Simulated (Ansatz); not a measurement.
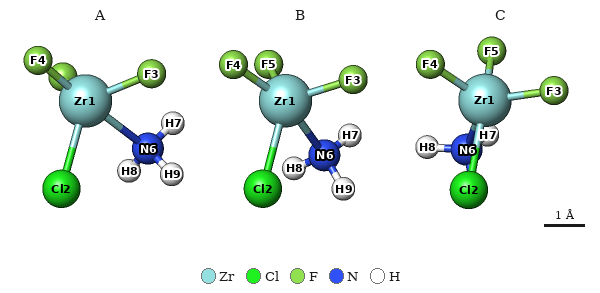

3 geometries from a converged minimum-energy path of ZrNH₃ClF₃, shuffled. The picture is a ball-and-stick view, seen at a tilt.

Computed with RKS PBE/def2-SVP (Ansatz). Run with 5 movable images; climbing image; force threshold 0.05 eV/Å; iteration limit 60; starting path through a guess of the saddle point.

Which of them lies highest in energy?

C. In order along the path, whose images run from 0 to 6: C (image 3, +0.216 eV), B (image 5, +0.075 eV), A (image 6, −0.009 eV). No bond forms or breaks between the ends. Among the angles between lasting bonds that change up to the highest image: F3–Zr1–N6 177.0° → 124.3°, F4–Zr1–N6 79.5° → 121.6°.

Cost: 83 s on 4 threads of INTEL(R) XEON(R) PLATINUM 8581C CPU @ 2.10GHz (Emerald Rapids) (shared host), peak memory 0.19 GiB.
